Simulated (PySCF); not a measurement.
# Bi2O2(OH)2: how settings move a single point

Which settings matter for Bi2O2(OH)2? Each run alters one on purpose. The species was built from a template and needn't be a known compound.

Computed with PySCF 2.14.0. Level: B3LYP, Bi def2-SVP with ECP60, O def2-SVP, H def2-SVP; scalar-relativistic core potentials, no spin–orbit coupling.

3 further runs of the same task are left out: 2 for a known fault of the program, 1 that didn't finish.

### Step 1. Starting geometry

8 atoms, charge 0, spin multiplicity 1.

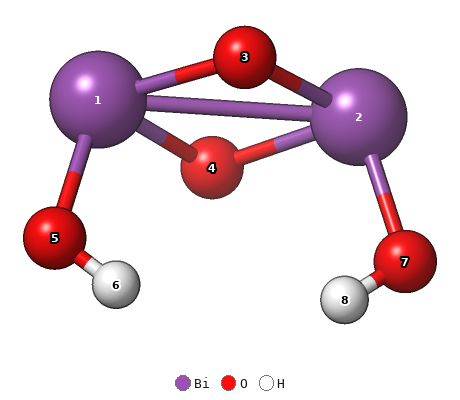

The structure; bismuth purple, oxygen red, hydrogen white; atoms are numbered from 1 in the order of the file.

As a file:

| atom | x (Å) | y (Å) | z (Å) |
| --- | --- | --- | --- |
| Bi1 | -0.07125 | 0.41773 | 1.62532 |
| Bi2 | -0.07125 | 0.41773 | -1.62532 |
| O3 | 0.56343 | 1.62424 | 0.00000 |
| O4 | -0.59874 | -0.83974 | 0.00000 |
| O5 | 1.75554 | -0.44511 | 2.18840 |
| H6 | 2.29060 | -0.71383 | 1.42594 |
| O7 | 1.75554 | -0.44511 | -2.18840 |
| H8 | 2.29060 | -0.71383 | -1.42594 |

Formal oxidation states: Bi +3. An earlier session relaxed this geometry at B3LYP, Bi def2-SVP with ECP60, O def2-SVP, H def2-SVP (singlet, point group C2v).

The sound run used a (50, 194) grid (finer on f atoms), a threshold of 1e-8 and at most 55 cycles, and ended at -731.300846 Eh.

### Step 2. Try 1

Contents of run.py (the lines that set the calculation):

```python
mol = gto.M(atom='''
Bi    -0.07125     0.41773     1.62532
Bi    -0.07125     0.41773    -1.62532
O      0.56343     1.62424     0.00000
O     -0.59874    -0.83974     0.00000
O      1.75554    -0.44511     2.18840
H      2.29060    -0.71383     1.42594
O      1.75554    -0.44511    -2.18840
H      2.29060    -0.71383    -1.42594''',
    basis={'Bi': 'def2-SVP', 'O': 'def2-SVP', 'H': 'def2-SVP'},
    ecp={'Bi': 'def2-SVP'},
    charge=0, spin=0)
mf = dft.RKS(mol, xc='B3LYP')
mf.grids.atom_grid = (50, 194)
mf = mf.density_fit()  # fitting sets: Bi def2-universal-JKFIT, O def2-universal-JKFIT, H def2-universal-JKFIT
mf.conv_tol = 0.0001; mf.max_cycle = 55
mf.kernel(dm0)  # dm0: free metal ions and neutral atoms
```

Started as:

```
OMP_NUM_THREADS=2 python run.py
```

What it wrote:

```text
init E= -740.726704668512
  HOMO = -0.162944021976504  LUMO = -0.0842403067046575  gap/eV = 2.14164
cycle= 1 E= -730.681718863397  delta_E=   10  |g|= 1.64  |ddm|= 3.55
  HOMO = -0.283733325509164  LUMO = -0.165293759428931  gap/eV = 3.22290
cycle= 2 E= -729.738862295111  delta_E= 0.943  |g|=  2.7  |ddm|= 3.25
  HOMO = -0.236959072045543  LUMO = -0.069366495861594  gap/eV = 4.56043
cycle= 3 E= -731.272859538009  delta_E= -1.53  |g|= 0.294  |ddm|= 2.02
  HOMO = -0.273461951287743  LUMO = -0.087538445063533  gap/eV = 5.05924
cycle= 4 E= -731.25951691735  delta_E= 0.0133  |g|= 0.439  |ddm|= 0.689
  HOMO = -0.264508379184304  LUMO = -0.0834844310585972  gap/eV = 4.92591
cycle= 5 E= -731.300205425921  delta_E= -0.0407  |g|= 0.0475  |ddm|= 0.348
  HOMO = -0.265513771991916  LUMO = -0.0799819714414447  gap/eV = 5.04858
cycle= 6 E= -731.30081795336  delta_E= -0.000613  |g|= 0.0111  |ddm|= 0.0651
  HOMO = -0.264872120703113  LUMO = -0.0800888209815014  gap/eV = 5.02821
cycle= 7 E= -731.300837605888  delta_E= -1.97e-05  |g|= 0.00636  |ddm|= 0.0135
  HOMO = -0.264513374843236  LUMO = -0.0800017310287586  gap/eV = 5.02082
Extra cycle  E= -731.300753798681  delta_E= 8.38e-05  |g|= 0.0208  |ddm|= 0.0206
converged SCF energy = -731.300753798681
```

Wall time 6.1 s (2 threads of Arm Neoverse V1, shared host).

Changed: the SCF threshold (0.0001). It converges in 7 cycles, +0.003 eV from the sound run, with a largest force component of 0.02 eV/Å. The result survives the change.

### Step 3. Try 2

Edit run.py (the lines that set the calculation) of step 2 so:

```diff
@@ -15,3 +15,3 @@
 mf = mf.density_fit()  # fitting sets: Bi def2-universal-JKFIT, O def2-universal-JKFIT, H def2-universal-JKFIT
-mf.conv_tol = 0.0001; mf.max_cycle = 55
-mf.kernel(dm0)  # dm0: free metal ions and neutral atoms
+mf.conv_tol = 1e-08; mf.max_cycle = 90
+mf.kernel(dm0)  # dm0: core Hamiltonian
```

Started as:

```
OMP_NUM_THREADS=2 python run.py
```

What it wrote:

```text
init E= -678.491743164056
  HOMO = 0.439258728966424  LUMO = 0.541752410751908  gap/eV = 2.78900
cycle= 1 E= -467.13276712792  delta_E=  211  |g|= 21.6  |ddm|= 48.3
  HOMO = -4.18422932160839  LUMO = -3.8255893531004  gap/eV = 9.75909
cycle= 2 E= -651.557063681748  delta_E= -184  |g|= 10.8  |ddm|= 55.1
  HOMO = -0.176148034664254  LUMO = -0.0361119843948049  gap/eV = 3.81058
cycle= 3 E= -670.942267673871  delta_E= -19.4  |g|= 9.98  |ddm|= 37.7
  HOMO = -0.182484263462639  LUMO = -0.101494522651389  gap/eV = 2.20384
cycle= 4 E= -720.733005631101  delta_E= -49.8  |g|= 5.91  |ddm|= 14.5
  HOMO = -0.101862825758095  LUMO = -0.0996538749655778  gap/eV = 0.06011
cycle= 5 E= -726.368289630786  delta_E= -5.64  |g|= 4.14  |ddm|= 7.48
  HOMO = -0.255480575589537  LUMO = -0.0873352968279661  gap/eV = 4.57547
cycle= 6 E= -731.134490275107  delta_E= -4.77  |g|= 0.786  |ddm|= 4.44
  HOMO = -0.129409716725537  LUMO = -0.0704857209713907  gap/eV = 1.60340
cycle= 7 E= -730.487875581658  delta_E= 0.647  |g|= 1.89  |ddm|= 2.14
  HOMO = -0.237187148192668  LUMO = -0.0787550661261172  gap/eV = 4.31116
cycle= 8 E= -731.256304438888  delta_E= -0.768  |g|= 0.448  |ddm|= 1.61
  HOMO = -0.263032291937852  LUMO = -0.0802716962853722  gap/eV = 4.97317
cycle= 9 E= -731.288369387107  delta_E= -0.0321  |g|= 0.241  |ddm|= 0.514
  HOMO = -0.265521685047051  LUMO = -0.0811407495280108  gap/eV = 5.01726
cycle= 10 E= -731.300427040887  delta_E= -0.0121  |g|= 0.0424  |ddm|= 0.203
  HOMO = -0.265415197498765  LUMO = -0.0804167335608952  gap/eV = 5.03406
cycle= 11 E= -731.300835769823  delta_E= -0.000409  |g|= 0.00593  |ddm|= 0.0353
  HOMO = -0.264721880638623  LUMO = -0.0800177415289056  gap/eV = 5.02606
cycle= 12 E= -731.300845626249  delta_E= -9.86e-06  |g|= 0.00179  |ddm|= 0.007
  HOMO = -0.2647729866501  LUMO = -0.0800653330746215  gap/eV = 5.02615
cycle= 13 E= -731.30084636588  delta_E= -7.4e-07  |g|= 0.00032  |ddm|= 0.00193
  HOMO = -0.264755023259471  LUMO = -0.080043810600845  gap/eV = 5.02625
cycle= 14 E= -731.300846392247  delta_E= -2.64e-08  |g|= 3.77e-05  |ddm|= 0.000536
  HOMO = -0.264756165055162  LUMO = -0.080045915030091  gap/eV = 5.02622
cycle= 15 E= -731.300846392576  delta_E= -3.29e-10  |g|= 8.01e-06  |ddm|= 5.78e-05
  HOMO = -0.264755785853725  LUMO = -0.0800455302765464  gap/eV = 5.02622
Extra cycle  E= -731.300846392515  delta_E= 6.09e-11  |g|= 1.9e-05  |ddm|= 2.6e-05
converged SCF energy = -731.300846392515
```

Run time: 7.6 s. Hardware: 2 threads of Arm Neoverse V1, shared host.

Changed: the starting guess (bare core Hamiltonian); the cycle limit is 90. It converges in 15 cycles, at the sound run's energy within 0.001 eV, with a largest force component of 0.00 eV/Å. The result survives the change.

### Step 4. Try 3

Contents of run.py (the lines that set the calculation):

```python
mol = gto.M(atom='''
Bi    -0.07980     0.46786     1.82036
Bi    -0.07980     0.46786    -1.82036
O      0.63104     1.81915     0.00000
O     -0.67059    -0.94051     0.00000
O      1.96620    -0.49853     2.45101
H      2.56547    -0.79949     1.59706
O      1.96620    -0.49853    -2.45101
H      2.56547    -0.79949    -1.59706''',
    basis={'Bi': 'def2-SVP', 'O': 'def2-SVP', 'H': 'def2-SVP'},
    ecp={'Bi': 'def2-SVP'},
    charge=0, spin=0)
mf = dft.RKS(mol, xc='B3LYP')
mf.grids.atom_grid = (50, 194)
mf = mf.density_fit()  # fitting sets: Bi def2-universal-JKFIT, O def2-universal-JKFIT, H def2-universal-JKFIT
mf.conv_tol = 1e-08; mf.max_cycle = 55
mf.kernel(dm0)  # dm0: free metal ions and neutral atoms
```

Started as:

```
OMP_NUM_THREADS=2 python run.py
```

What it wrote:

```text
init E= -739.974563582582
  HOMO = -0.133994020156187  LUMO = -0.100701317111149  gap/eV = 0.90594
cycle= 1 E= -729.414286866372  delta_E= 10.6  |g|= 2.59  |ddm|= 3.58
  HOMO = -0.271410685894319  LUMO = -0.263899597516709  gap/eV = 0.20439
cycle= 2 E= -722.324128793274  delta_E= 7.09  |g|=  4.7  |ddm|= 6.43
  HOMO = -0.320262955181599  LUMO = -0.157151009387093  gap/eV = 4.43850
cycle= 3 E= -730.218746891308  delta_E= -7.89  |g|= 2.03  |ddm|= 5.53
  HOMO = -0.12716172231012  LUMO = -0.0957385730845044  gap/eV = 0.85507
cycle= 4 E= -729.552407493871  delta_E= 0.666  |g|= 2.52  |ddm|= 3.17
  HOMO = -0.23485300168624  LUMO = -0.108778647705623  gap/eV = 3.43066
cycle= 5 E= -731.145371008395  delta_E= -1.59  |g|= 0.384  |ddm|= 2.16
  HOMO = -0.207645639890405  LUMO = -0.12174040059185  gap/eV = 2.33760
cycle= 6 E= -731.003823752373  delta_E= 0.142  |g|= 0.902  |ddm|= 0.969
  HOMO = -0.237872555145386  LUMO = -0.119584219654953  gap/eV = 3.21879
cycle= 7 E= -731.185202031771  delta_E= -0.181  |g|= 0.158  |ddm|= 0.652
  HOMO = -0.242756444593339  LUMO = -0.115503440913432  gap/eV = 3.46273
cycle= 8 E= -731.190250456039  delta_E= -0.00505  |g|= 0.0712  |ddm|= 0.109
  HOMO = -0.247179745249714  LUMO = -0.116411038946797  gap/eV = 3.55840
cycle= 9 E= -731.191461702146  delta_E= -0.00121  |g|= 0.0147  |ddm|= 0.0512
  HOMO = -0.247379905041843  LUMO = -0.116258684338028  gap/eV = 3.56799
cycle= 10 E= -731.191508133582  delta_E= -4.64e-05  |g|= 0.00306  |ddm|= 0.00946
  HOMO = -0.247577858474196  LUMO = -0.116318165007506  gap/eV = 3.57176
cycle= 11 E= -731.191510595638  delta_E= -2.46e-06  |g|= 0.000564  |ddm|= 0.00281
  HOMO = -0.247592545029884  LUMO = -0.116310809480947  gap/eV = 3.57236
cycle= 12 E= -731.191510677052  delta_E= -8.14e-08  |g|= 3.27e-05  |ddm|= 0.000531
  HOMO = -0.247594488539108  LUMO = -0.116311432077463  gap/eV = 3.57239
cycle= 13 E= -731.191510677444  delta_E= -3.92e-10  |g|= 1.23e-05  |ddm|= 6.1e-05
  HOMO = -0.247592626342408  LUMO = -0.116310695500566  gap/eV = 3.57236
Extra cycle  E= -731.191510677075  delta_E= 3.7e-10  |g|= 4.29e-05  |ddm|= 4.56e-05
converged SCF energy = -731.191510677075
```

Run time: 6.9 s. Hardware: 2 threads of Arm Neoverse V1, shared host.

Changed: the scale of all coordinates (1.12). It converges in 13 cycles, +2.975 eV from the sound run, with a largest force component of 3.89 eV/Å. The setting is unsound, so these numbers aren't the compound's.

### Step 5. Try 4

Contents of run.py (the lines that set the calculation):

```python
mol = gto.M(atom='''
Bi    -0.07125     0.41773     1.62532
Bi    -0.07125     0.41773    -1.62532
O      0.56343     1.62424     0.00000
O     -0.59874    -0.83974     0.00000
O      1.75554    -0.44511     2.18840
H      2.29060    -0.71383     1.42594
O      1.75554    -0.44511    -2.18840
H      2.29060    -0.71383    -1.42594''',
    basis={'Bi': 'def2-SVP', 'O': 'def2-SVP', 'H': 'def2-SVP'},
    ecp={'Bi': 'def2-SVP'},
    charge=0, spin=0)
mf = dft.RKS(mol, xc='B3LYP')
mf.grids.atom_grid = (50, 194)
mf = mf.density_fit()  # fitting sets: Bi def2-universal-JKFIT, O def2-universal-JKFIT, H def2-universal-JKFIT
mf.conv_tol = 1e-08; mf.max_cycle = 55
mf.kernel(dm0)  # dm0: smeared density
```

Started as:

```
OMP_NUM_THREADS=2 python run.py
```

What it wrote:

```text
init E= -731.251082960487
  HOMO = -0.270149058587341  LUMO = -0.0828939741534924  gap/eV = 5.09547
cycle= 1 E= -731.299839653303  delta_E= -0.0488  |g|= 0.0641  |ddm|= 0.18
  HOMO = -0.250371463100293  LUMO = -0.0794124181894418  gap/eV = 4.65203
cycle= 2 E= -731.295381022012  delta_E= 0.00446  |g|= 0.16  |ddm|= 0.185
  HOMO = -0.264672048780835  LUMO = -0.0802514713675428  gap/eV = 5.01834
cycle= 3 E= -731.300800680966  delta_E= -0.00542  |g|= 0.0139  |ddm|= 0.122
  HOMO = -0.26422237106787  LUMO = -0.0800863507981511  gap/eV = 5.01060
cycle= 4 E= -731.300840349687  delta_E= -3.97e-05  |g|= 0.00512  |ddm|= 0.0144
  HOMO = -0.26472289018093  LUMO = -0.0800437174067135  gap/eV = 5.02538
cycle= 5 E= -731.300846328199  delta_E= -5.98e-06  |g|= 0.000548  |ddm|= 0.0049
  HOMO = -0.264752709387869  LUMO = -0.0800420310610299  gap/eV = 5.02623
cycle= 6 E= -731.300846373459  delta_E= -4.53e-08  |g|= 0.000298  |ddm|= 0.000688
  HOMO = -0.264754285657681  LUMO = -0.0800438968919757  gap/eV = 5.02623
cycle= 7 E= -731.300846386403  delta_E= -1.29e-08  |g|= 0.000169  |ddm|= 0.000349
  HOMO = -0.264756302561805  LUMO = -0.0800461942012767  gap/eV = 5.02622
cycle= 8 E= -731.300846392569  delta_E= -6.17e-09  |g|= 8.61e-06  |ddm|= 0.000137
  HOMO = -0.264756018617252  LUMO = -0.0800454394013315  gap/eV = 5.02623
Extra cycle  E= -731.300846392557  delta_E= 1.14e-11  |g|= 1.28e-05  |ddm|= 2.62e-05
converged SCF energy = -731.300846392557
```

Wall time 6.4 s (2 threads of Arm Neoverse V1, shared host).

Changed: the starting guess (smeared density). It converges in 8 cycles, at the sound run's energy within 0.001 eV, with a largest force component of 0.00 eV/Å. The result survives the change.

### Step 6. Side by side

| run | changed | ending | energy change (eV) | cycles | time | usable |
| --- | --- | --- | --- | --- | --- | --- |
| 1 | the SCF threshold | converged | +0.003 | 7 | 6.1 s | yes |
| 2 | the starting guess | converged | 0.000 | 15 | 7.6 s | yes |
| 3 | the scale of all coordinates | converged | +2.975 | 13 | 6.9 s | no |
| 4 | the starting guess | converged | 0.000 | 8 | 6.4 s | yes |

3 of 4 altered runs give a usable result. 1 ended normally with numbers unfit to quote.
